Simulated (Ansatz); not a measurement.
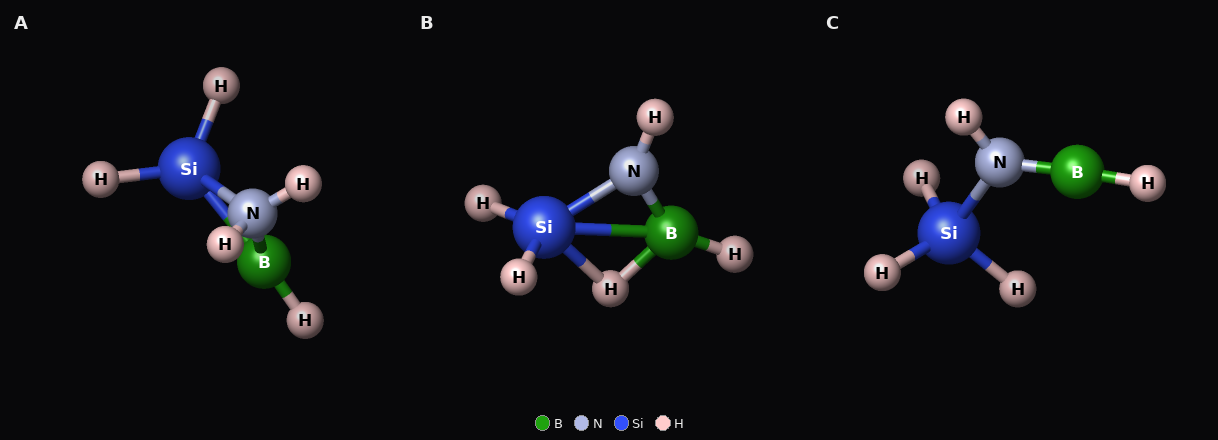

3 stationary structures of one formula. Charge +1, singlet. Geometries: PBE0-D4/def2-TZVP. Electronic energies: PBE-D4/def2-TZVPP (Ansatz 0.2.0), without zero-point energy. No frequency run is at hand to confirm each as a minimum. Each is one conformer, not always the lowest.

### Which structure is the most stable?

B is lowest (Cs); C lies 7.1 kcal/mol above it (Cs), A lies 26.5 kcal/mol above it (Cs).
